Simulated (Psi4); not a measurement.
# N2: geometry relaxation (part 1 of 3)

The run: geometry relaxation of N2, SMILES N#N. Method and program: r2SCAN-3c/def2-mTZVPP, RKS (Psi4 1.11).

The atoms were displaced at random from an optimised geometry.

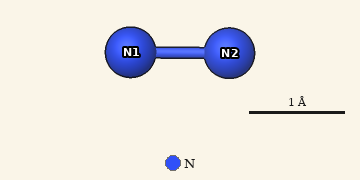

Figure 1. The starting structure (ball-and-stick view, seen on its broad side; atoms are numbered from 1 in the order of the input).

Input (calc.dat)
```
memory 1600 mb

molecule mol {
  0 1
  N
  N 1 R2

  R2 = 1.042125
}


E, wfn = opt("r2scan-3c", return_wfn=True)
```

Hardware: 1 thread of AMD EPYC (Zen 5), 176 GiB of memory available, shared host.

Launched with:
```bash
psi4 -i calc.dat -o calc.out -n 1
```

The program's output
```
Psi4 1.11 release

gradient() will perform analytic gradient computation.

   => Loading Basis Set <=

    Name: DEF2-MTZVPP
    Role: ORBITAL
    Keyword: BASIS

   => R2SCAN3C: Empirical Dispersion <=

        a1 =       0.420000
        a2 =       5.650000
       alp =      16.000000
        s6 =       1.000000
        s8 =       0.000000
        s9 =       2.000000
        ga =       2.000000
        gc =       1.000000
        wf =       6.000000

         ---------------------------------------------------------
                                   SCF
                              RKS Reference
                        1 Threads,   1525 MiB Core
         ---------------------------------------------------------

  ==> Geometry <==

    Molecular point group: d2h
    Full point group: D_inf_h

    Geometry (in Angstrom), charge = 0, multiplicity = 1:

       Center              X                  Y                   Z               Mass
    ------------   -----------------  -----------------  -----------------  -----------------
         N            0.000000000000     0.000000000000    -0.521062500000    14.003074004430
         N            0.000000000000     0.000000000000     0.521062500000    14.003074004430

  Running in d2h symmetry.

  Rotational constants: A = ************  B =      2.21699  C =      2.21699 [cm^-1]
  Rotational constants: A = ************  B =  66463.64910  C =  66463.64910 [MHz]
  Nuclear repulsion =   24.881548108748966

  Charge       = 0
  Multiplicity = 1
  Electrons    = 14
  Nalpha       = 7
  Nbeta        = 7

  ==> Algorithm <==

  SCF Algorithm Type is DF.
  DIIS enabled.
  MOM disabled.
  Fractional occupation disabled.
  Guess Type is SAD.
  Energy threshold   = 1.00e-08
  Density threshold  = 1.00e-08
  Integral threshold = 1.00e-12

  ==> Primary Basis <==

  Basis Set: DEF2-MTZVPP
    Blend: DEF2-MTZVPP
    Number of shells: 20
    Number of basis functions: 48
    Number of Cartesian functions: 52
    Spherical Harmonics?: true
    Max angular momentum: 2

  ==> DFT Potential <==

   => LibXC <=

    Version 7.1.2

   => Composite Functional: R2SCAN3C <=

    Deriv               =              1
    GGA                 =           TRUE
    Meta                =           TRUE

    Exchange Hybrid     =          FALSE
    MP2 Hybrid          =          FALSE

   => Exchange Functionals <=

    1.0000   XC_MGGA_X_R2SCAN

   => Correlation Functionals <=

    1.0000   XC_MGGA_C_R2SCAN

   => LibXC Density Thresholds  <==

    XC_MGGA_C_R2SCAN:  1.00E-15
    XC_MGGA_X_R2SCAN:  1.00E-11

   => Molecular Quadrature <=

    Radial Scheme          =       TREUTLER
    Pruning Scheme         =           NONE
    Nuclear Scheme         =       TREUTLER

    Blocking Scheme        =         OCTREE
    BS radius alpha        =              1
    Pruning alpha          =              1
    Radial Points          =             75
    Spherical Points       =            302
    Total Points           =          42970
    Total Blocks           =            388
    Max Points             =            254
    Max Functions          =             48
    Weights Tolerance      =       1.00E-15

   => Loading Basis Set <=

    Name: (DEF2-MTZVPP AUX)
    Role: JKFIT
    Keyword: DF_BASIS_SCF

  ==> Integral Setup <==

  DFHelper Memory: AOs need 0.003 GiB; user supplied 0.975 GiB.
  SCF_SUBTYPE=INCORE selected. In-core MEM_DF algorithm will be used.
  Using in-core AOs.

  ==> MemDFJK: Density-Fitted J/K Matrices <==

    J tasked:                   Yes
    K tasked:                    No
    wK tasked:                   No
    Memory [MiB]:               998
    Algorithm:                 Core
    Schwarz Cutoff:           1E-12
    Mask sparsity (%):       0.0868
    Fitting Condition:        1E-10

   => Auxiliary Basis Set <=

  Basis Set: (DEF2-MTZVPP AUX)
    Blend: DEF2-UNIVERSAL-JKFIT
    Number of shells: 50
    Number of basis functions: 154
    Number of Cartesian functions: 186
    Spherical Harmonics?: true
    Max angular momentum: 4

  Cached 100.0% of DFT collocation blocks in 0.142 [GiB].

  Minimum eigenvalue in the overlap matrix is 1.7865581885E-04.
  Reciprocal condition number of the overlap matrix is 3.7913686836E-05.
    Using symmetric orthogonalization.

  ==> Pre-Iterations <==

  SCF Guess: Superposition of Atomic Densities via on-the-fly atomic UHF (no occupation information).

   -------------------------
    Irrep   Nso     Nmo
   -------------------------
     Ag        12      12
     B1g        2       2
     B2g        5       5
     B3g        5       5
     Au         2       2
     B1u       12      12
     B2u        5       5
     B3u        5       5
   -------------------------
    Total      48      48
   -------------------------

  ==> Iterations <==

                           Total Energy        Delta E     RMS |[F,P]|

   @DF-RKS iter SAD:  -109.11860938762806   -1.09119e+02   0.00000e+00
   @DF-RKS iter   1:  -109.42366835281794   -3.05059e-01   2.18158e-02 ADIIS/DIIS
   @DF-RKS iter   2:  -109.45635116059054   -3.26828e-02   1.64011e-02 ADIIS/DIIS
   @DF-RKS iter   3:  -109.49800108411414   -4.16499e-02   7.74600e-04 ADIIS/DIIS
   @DF-RKS iter   4:  -109.49811355159095   -1.12467e-04   5.05770e-05 DIIS
   @DF-RKS iter   5:  -109.49811389898359   -3.47393e-07   9.17739e-06 DIIS
   @DF-RKS iter   6:  -109.49811391070098   -1.17174e-08   5.05919e-07 DIIS
   @DF-RKS iter   7:  -109.49811391074815   -4.71658e-11   2.46673e-08 DIIS
   @DF-RKS iter   8:  -109.49811391074834   -1.98952e-13   1.70077e-09 DIIS
  Energy and wave function converged.

  ==> Post-Iterations <==

   Electrons on quadrature grid:
      Ntotal   =   14.0000000809 ; deviation = 8.087e-08

    Orbital Energies [Eh]
    ---------------------

    Doubly Occupied:

       1Ag   -14.246729     1B1u  -14.244214     2Ag    -1.122891
       2B1u   -0.507620     1B3u   -0.458055     1B2u   -0.458055
       3Ag    -0.396134

    Virtual:

       1B3g   -0.031749     1B2g   -0.031749     4Ag     0.242597
       3B1u    0.288238     2B2u    0.310187     2B3u    0.310187
       5Ag     0.363086     1B1g    0.407126     6Ag     0.407127
       2B2g    0.442983     2B3g    0.442983     4B1u    0.543727
       3B3u    0.670991     3B2u    0.670991     1Au     0.692688
       5B1u    0.692689     6B1u    0.760697     3B2g    0.964652
       3B3g    0.964652     7Ag     0.996125     7B1u    1.255981
       8Ag     1.704408     4B3u    1.979060     4B2u    1.979060
       8B1u    2.069558     9Ag     2.136752     5B3u    2.245372
       5B2u    2.245372     4B2g    2.316510     4B3g    2.316510
      10Ag     2.368992     2B1g    2.368996     9B1u    2.725446
      10B1u    2.802540     2Au     2.802543    11Ag     3.555588
       5B2g    3.580228     5B3g    3.580228    11B1u    4.763566
      12Ag    31.174309    12B1u   31.924366

    Final Occupation by Irrep:
             Ag   B1g   B2g   B3g    Au   B1u   B2u   B3u
    DOCC [     3,    0,    0,    0,    0,    2,    1,    1 ]
    NA   [     3,    0,    0,    0,    0,    2,    1,    1 ]
    NB   [     3,    0,    0,    0,    0,    2,    1,    1 ]

  @DF-RKS Final Energy:  -109.49811391074834

   => Energetics <=

    Nuclear Repulsion Energy =             24.8815481087489658
    One-Electron Energy =                -196.9655313345892580
    Two-Electron Energy =                  76.3062232368936435
    DFT Exchange-Correlation Energy =     -13.7214225091567563
    Empirical Dispersion Energy =           0.0010685873550461
    VV10 Nonlocal Energy =                  0.0000000000000000
    Total Energy =                       -109.4981139107483443

Computation Completed

Properties will be evaluated at   0.000000,   0.000000,   0.000000 [a0]

Properties computed using the SCF density matrix

 Multipole Moments:

 ------------------------------------------------------------------------------------
     Multipole            Electronic (a.u.)      Nuclear  (a.u.)        Total (a.u.)
 ------------------------------------------------------------------------------------

 L = 1.  Multiply by 2.5417464519 to convert [e a0] to [Debye]
 Dipole X            :          0.0000000            0.0000000            0.0000000
 Dipole Y            :          0.0000000            0.0000000            0.0000000
 Dipole Z            :          0.0000000            0.0000000            0.0000000
 Magnitude           :                                                    0.0000000

 ------------------------------------------------------------------------------------

	total time  =          3 seconds =       0.05 minutes

         ------------------------------------------------------------
                                   SCF GRAD
         ------------------------------------------------------------

  ==> Geometry <==

    Molecular point group: d2h
    Full point group: D_inf_h

    Geometry (in Angstrom), charge = 0, multiplicity = 1:

       Center              X                  Y                   Z               Mass
    ------------   -----------------  -----------------  -----------------  -----------------
         N            0.000000000000     0.000000000000    -0.521062500000    14.003074004430
         N            0.000000000000     0.000000000000     0.521062500000    14.003074004430

  Nuclear repulsion =   24.881548108748966

  ==> Basis Set <==

  Basis Set: DEF2-MTZVPP
    Blend: DEF2-MTZVPP
    Number of shells: 20
    Number of basis functions: 48
    Number of Cartesian functions: 52
    Spherical Harmonics?: true
    Max angular momentum: 2

  ==> DFJKGrad: Density-Fitted SCF Gradients <==

    Gradient:                    1
    J tasked:                  Yes
    K tasked:                   No
    wK tasked:                  No
    Integrals threads:           1
    Memory [MiB]:             1144
    Schwarz Cutoff:          1E-12
    Fitting Condition:       1E-10

   => Auxiliary Basis Set <=

  Basis Set: (DEF2-MTZVPP AUX)
    Blend: DEF2-UNIVERSAL-JKFIT
    Number of shells: 50
    Number of basis functions: 154
    Number of Cartesian functions: 186
    Spherical Harmonics?: true
    Max angular momentum: 4

   => Molecular Quadrature <=

    Radial Scheme          =       TREUTLER
    Pruning Scheme         =           NONE
    Nuclear Scheme         =       TREUTLER

    Blocking Scheme        =         OCTREE
    BS radius alpha        =              1
    Pruning alpha          =              1
    Radial Points          =             75
    Spherical Points       =            302
    Total Points           =          42970
    Total Blocks           =            388
    Max Points             =            254
    Max Functions          =             48
    Weights Tolerance      =       1.00E-15

  -Total Gradient:
     Atom            X                  Y                   Z
    ------   -----------------  -----------------  -----------------
       1       -0.000000000000     0.000000000000     0.188041183056
       2        0.000000000000     0.000000000000    -0.188041183056

	total time  =          1 seconds =       0.02 minutes

    			-----------------------------------------

    			 OPTKING 3.0: for geometry optimizations

    			        with contributions from

    			-----------------------------------------

	                            ===> Fragment 1 <==

	 Z (Atomic Numbers)          Masses                          Geom
	       7.000000            14.003074          0.00000000  0.00000000 -0.98466542
	       7.000000            14.003074          0.00000000  0.00000000  0.98466542

	 - Coordinate -           - BOHR/RAD -       - ANG/DEG -
	 R(1,2)           =         1.969331           1.042125

	        --- Internal Coordinate Step in ANG or DEG, aJ/ANG or AJ/DEG ---
	-------------------------------------------------------------------------------
	           Coordinate      Previous         Force          Change          New
	           ----------      --------        ------          ------        ------
	               R(1,2)       1.04212        1.54922        0.03947       1.08159
	-------------------------------------------------------------------------------

	                                 ==> Convergence Check <==

	Measures of convergence in internal coordinates in au.

	Criteria marked as inactive (o), active & met (*), and active & unmet ( ).

	----------------------------------------------------------------------------------------------~
	   Step    Total Energy     Delta E     Max Force     RMS Force      Max Disp      RMS Disp   ~
	----------------------------------------------------------------------------------------------~
	  Convergence Criteria     1.00e-06 *    3.00e-04 *             o    1.20e-03 *             o~
	----------------------------------------------------------------------------------------------~
	     1    -109.49811391   -1.09e+02      1.88e-01      1.88e-01 o    7.46e-02      7.46e-02 o  ~
	----------------------------------------------------------------------------------------------

Next Geometry in Ang
	Fragment 1 (Ang)

	    N   0.0000000000   0.0000000000  -0.5407956731
	    N   0.0000000000   0.0000000000   0.5407956731

    Structure for next step:
    Molecular point group: d2h
    Full point group: D_inf_h

    Geometry (in Angstrom), charge = 0, multiplicity = 1:

    N
    N             1          R2

    R2        =    1.0815913462

gradient() will perform analytic gradient computation.

  ==> Geometry <==

    Molecular point group: d2h
    Full point group: D_inf_h

    Geometry (in Angstrom), charge = 0, multiplicity = 1:

       Center              X                  Y                   Z               Mass
    ------------   -----------------  -----------------  -----------------  -----------------
         N            0.000000000000     0.000000000000    -0.540795673087    14.003074004430
         N            0.000000000000     0.000000000000     0.540795673087    14.003074004430

  Running in d2h symmetry.

  Rotational constants: A = ************  B =      2.05815  C =      2.05815 [cm^-1]
  Rotational constants: A = ************  B =  61701.73886  C =  61701.73886 [MHz]
  Nuclear repulsion =   23.973641629580946

  Charge       = 0
  Multiplicity = 1
  Electrons    = 14
  Nalpha       = 7
  Nbeta        = 7

  ==> Algorithm <==

  SCF Algorithm Type is DF.
  DIIS enabled.
  MOM disabled.
  Fractional occupation disabled.
  Guess Type is READ.
  Energy threshold   = 1.00e-08
  Density threshold  = 1.00e-08
  Integral threshold = 1.00e-12

   => Molecular Quadrature <=

    Radial Scheme          =       TREUTLER
    Pruning Scheme         =           NONE
    Nuclear Scheme         =       TREUTLER

    Blocking Scheme        =         OCTREE
    BS radius alpha        =              1
    Pruning alpha          =              1
    Radial Points          =             75
    Spherical Points       =            302
    Total Points           =          42988
    Total Blocks           =            386
    Max Points             =            255
    Max Functions          =             48
    Weights Tolerance      =       1.00E-15

   => Loading Basis Set <=

    Name: DEF2-MTZVPP
    Role: ORBITAL
    Keyword: BASIS

  Reading orbitals from file s0/calc.mol.406670.180.npy, no projection.

   => Auxiliary Basis Set <=

  Basis Set: (DEF2-MTZVPP AUX)
    Blend: DEF2-UNIVERSAL-JKFIT
    Number of shells: 50
    Number of basis functions: 154
    Number of Cartesian functions: 186
    Spherical Harmonics?: true
    Max angular momentum: 4

  Cached 100.0% of DFT collocation blocks in 0.142 [GiB].

  Minimum eigenvalue in the overlap matrix is 2.1269793506E-04.
  Reciprocal condition number of the overlap matrix is 4.5604531207E-05.
    Using symmetric orthogonalization.

  ==> Pre-Iterations <==

  SCF Guess: Orbitals guess was supplied from a previous computation.
```
